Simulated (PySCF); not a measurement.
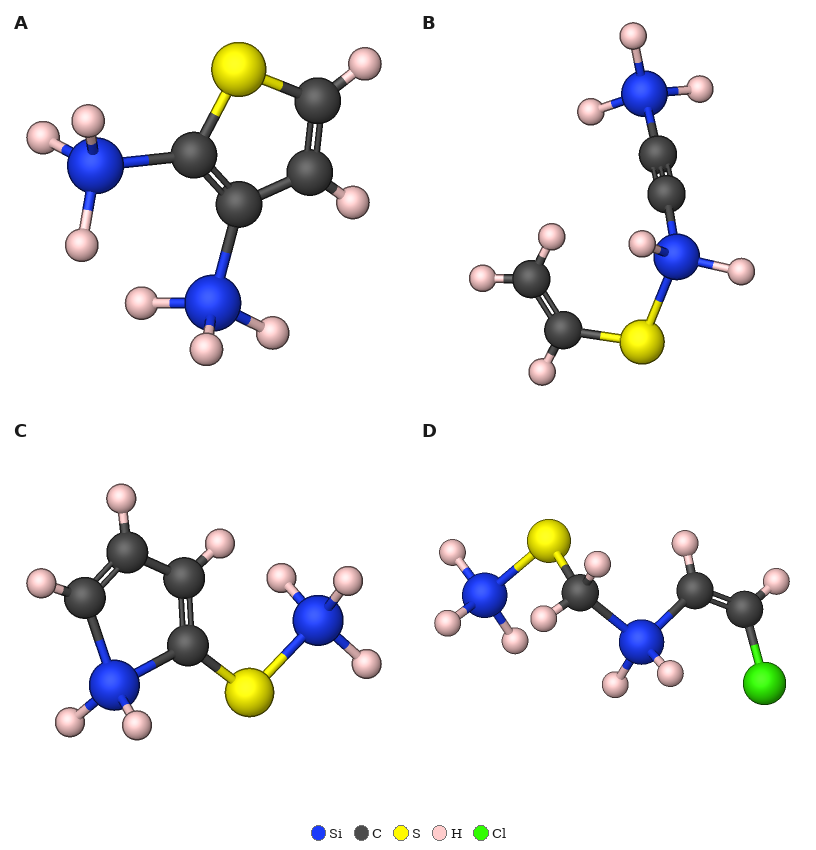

Figure made from data computed with PySCF.

Which panel belongs to which SMILES?
(1) [SiH3]c1ccsc1[SiH3]
(2) [SiH3]SC[SiH2]/C=C\Cl
(3) C=CS[SiH2]C#C[SiH3]
(4) [SiH3]SC1=CC=C[SiH2]1

Answer. A is (1), B is (3), C is (4), D is (2).
